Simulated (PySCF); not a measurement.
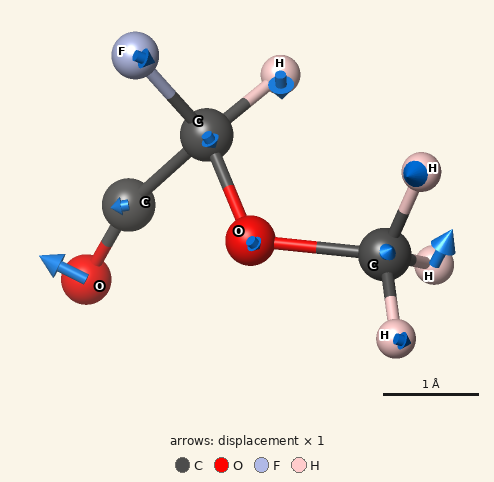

This is a relaxation of C3H4FO2 (charge +1). The starting structure is drawn; blue arrows show the displacements, at their true length. The two geometries are superimposed by the best rigid fit.

Style: ball-and-stick. Shown at a tilt.

The start comes from GFN2-xTB. Its atoms were then displaced at random by about 0.01 Å.

These are results of PySCF, PBE0-D3(BJ)/def2-SVP geometry optimisation, gas phase, not measurements. 

### What did the optimiser do to the structure, and how much energy did it gain?

An O atom moves most after the best rigid fit: 0.56 Å. Largest moves by element: O 0.56 Å, H 0.47 Å, F 0.24 Å, C 0.20 Å. Among the contacts that change: C–C 1.487 → 1.561 Å, C–O 1.359 → 1.322 Å, C–H 1.069 → 1.101 Å, C–H 1.136 → 1.112 Å. Among the angles between lasting bonds that change: C–C–O 163.9° → 176.7°, O–C–C 95.2° → 102.0°, F–C–C 111.6° → 105.1°. Groups turn about C–O by about 20°. The energy falls by 0.246 eV in 11 geometry steps.
